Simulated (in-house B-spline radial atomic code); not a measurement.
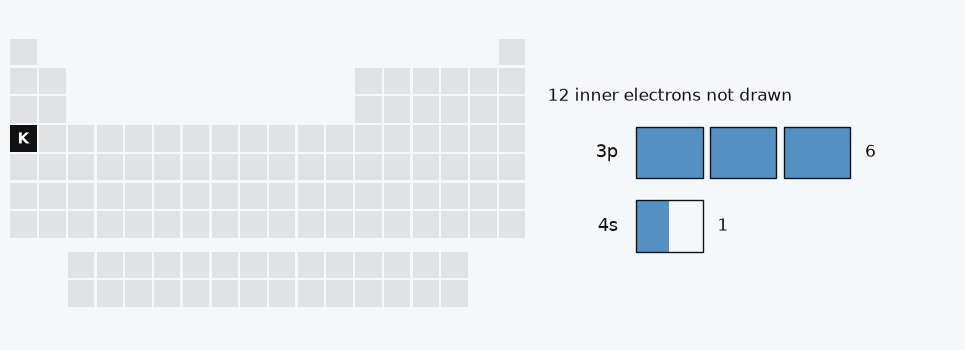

**Figure 1.** Left, the place of potassium in the periodic table; right, the outer shells as the input fills them: a box for each of the 2l + 1 orbitals, shaded by the share of the shell that is filled, with the electron count at the right.

# RPA and GW calculation for K

- system: K, configuration [Ar] 4s1.
- method: RPA, second-order and SOSEX correlation energies and G0W0 (contour deformation) on a scalar-relativistic (spin-free one-electron X2C) mean field, all electrons, B-spline basis (in-house B-spline radial atomic code)

## Summary

- outcome: converged
- mean-field total energy: −601.46444 hartree
- total energy with exact exchange alone: −601.46444 hartree
- exact exchange energy: −32.87787 hartree
- RPA correlation, extrapolated in the angular momentum of the empty orbitals: −1.01353 hartree
- RPA correlation, as summed: −1.00644 hartree
- direct second-order term: −1.13457 hartree
- second-order exchange term: 0.39133 hartree
- SOSEX term: 0.36192 hartree
- hardware: 1 CPU thread, shared host
- wall time: 6.9 s

## Remarks

Limits: spin-orbit coupling, Breit and QED terms are absent.

## Input
```
Z = 19
electrons = 19.0
configuration = [Ar] 4s1
hamiltonian = x2c
method = hf
lmax = 9
rms_radius = 3.4349
spin_polarised = True
box_radius = 40.0
intervals = 74
ion_configuration = [Ne] 3s2 3p6
```

Launched within a batch (the task file carries these settings):
```bash
python <driver script> task.json out
```

The program writes its results to a structured record and prints no log; tables and figures of this report are taken from that record.

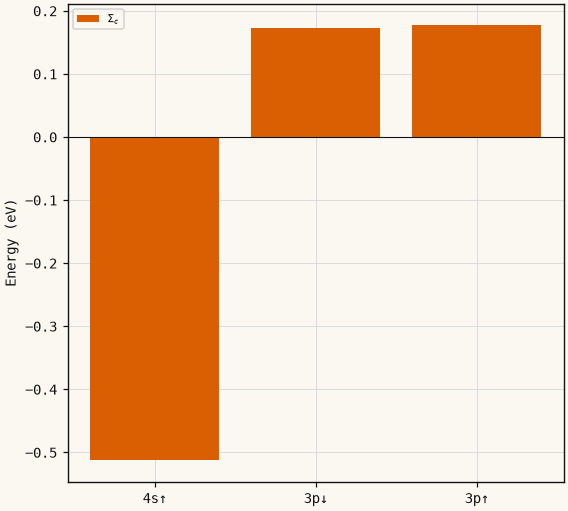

**Figure 2.** The G₀W₀ correction to each level (on Hartree–Fock the correlation self-energy alone) for neutral potassium ([Ar] 4s). All-electron spherical atom, scalar X2C, Hartree-Fock start, no spin-orbit coupling, Breit or QED terms; computed with a B-spline radial code. The quasi-particle equation is solved at full frequency; levels of low quasi-particle weight Z are left out. Σ columns are in eV, and Σc holds an estimate for the angular momenta beyond the basis. G₀W₀ moves the highest occupied level, 4s↑, from −4.03 to −4.55 eV (renormalisation factor Z = 0.95); the measured removal energy is 4.34 eV, so the error is +0.20 eV.

| Level | Mean field (eV) | Σc (eV) | Z | G₀W₀ (eV) |
| --- | --- | --- | --- | --- |
| 4s↑ | −4.03 | −0.51 | 0.95 | −4.55 |
| 3p↓ | −25.91 | 0.17 | 0.90 | −25.74 |
| 3p↑ | −25.96 | 0.18 | 0.89 | −25.78 |

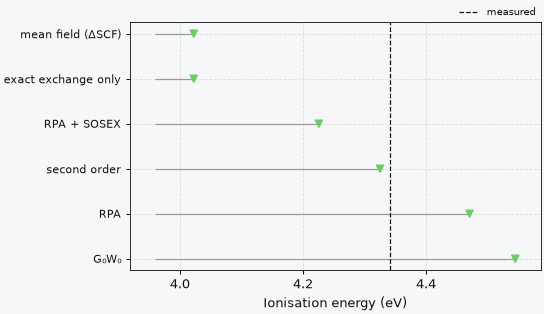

**Figure 3.** The ionisation energy of K ([Ar] 4s → [Ne] 3s² 3p⁶) across levels of theory. Differences of total energies, each species on its own start, beside the G₀W₀ level. The values run from 4.023 eV (mean field (ΔSCF) and exact exchange only) to 4.545 eV (G₀W₀). The measured value is 4.341 eV; nearest to it come second order (−0.015) and RPA + SOSEX (−0.115), furthest mean field (ΔSCF) (−0.318 eV).

| Method | Ionisation energy (eV) |
| --- | --- |
| mean field (ΔSCF) | 4.023 |
| exact exchange only | 4.023 |
| second order | 4.325 |
| RPA | 4.471 |
| RPA + SOSEX | 4.226 |
| G₀W₀ | 4.545 |
